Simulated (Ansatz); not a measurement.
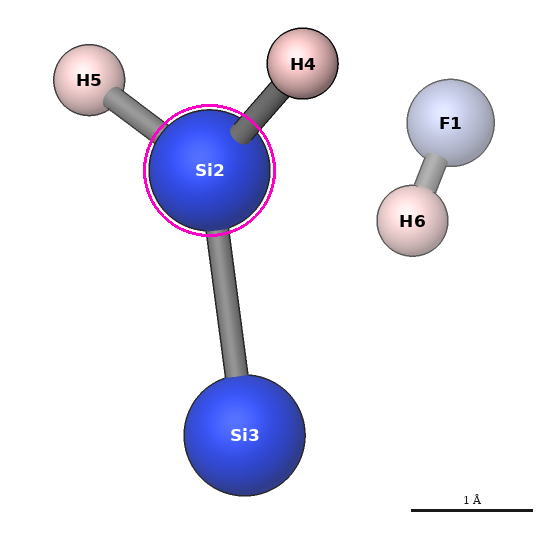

Orthographic view. Depth is shown by fading: the farther an atom, the more it takes the colour of the background. The geometry was computed by an optimisation with PBE-D4/def2-SVP. No frequency run is at hand to confirm it as a minimum.

**Which atoms are bonded to the circled atom?**

The circled atom is Si2; it is bonded to Si3, H4, H5.

**Which atom is nearest the viewer?**

H4, 1.6 Å in front of the mean position.

**Which two atoms are farthest apart in space?**

F1 and Si3, 3.66 Å.
